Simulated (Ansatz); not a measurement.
BN (h-BN type, space group P6_3/mmc)

```
CELL_PARAMETERS angstrom
      2.50046     0.00000     0.00000
     -1.25023     2.16546     0.00000
      0.00000     0.00000     6.41170
ATOMIC_POSITIONS crystal
  B  0.33333 0.66667 0.25000
  B  0.66667 0.33333 0.75000
  N  0.33333 0.66667 0.75000
  N  0.66667 0.33333 0.25000
```

Scan: atom 4 (N, nearest neighbour B at 1.444 Å; its periodic images, 2.5 Å or more away, move with it) is displaced along Cartesian x, direction (1.000, 0.000, 0.000) in Cartesian axes, by s. The other atoms stay.

Computed with PBEsol-D3(BJ) (plane waves to 420 eV, PAW, scalar-relativistic; Ansatz, a first-principles code). k mesh 12×12×4 (Γ-centred), Fermi-Dirac smearing 0.05 eV. E stands for the smeared free energy. Left out: 4 of 11 points, with atoms too close for the PAW data. F⊥ is the part of the force across the line. BN was relaxed with its symmetry unable to fall. The zero of ΔE is the undisplaced structure.

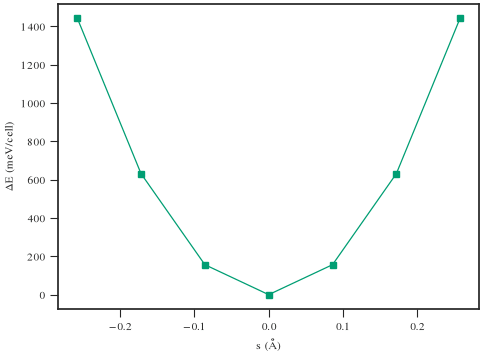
Fig. 1. ΔE (meV/cell) against s (Å); one marker a computed point.

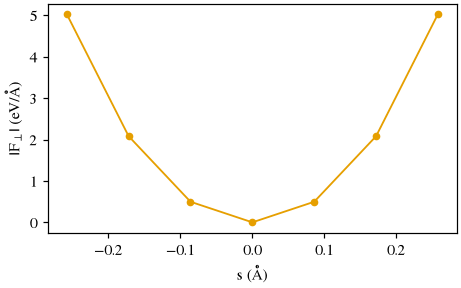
Figure. |F⊥| (eV/Å) against s (Å); markers are the computed points, lines only join them.

The force constant k = d²E/ds² at s = 0 (finite differences) is 42.2 eV/Å² and the energy at s = 0.258 Å is 1445 meV/cell. The force along the line at s = -0.258 Å comes out as 11.5 eV/Å. Harmonic estimate at the end of the scan: ½ks² = 1404 meV/cell against the computed 1445 meV/cell, so the well is close to harmonic there. Shape of the curve: a single well with its minimum at or next to zero displacement.

The forces along the line at the two nearest points give (3.650 − (-3.650)) / (2·0.086) = 42.44 eV/Å²; the next pair corrects for the finite step.

(A displaced cell: forces are minus the slopes of the energy, force constants its curvatures, and phonons follow from these.)
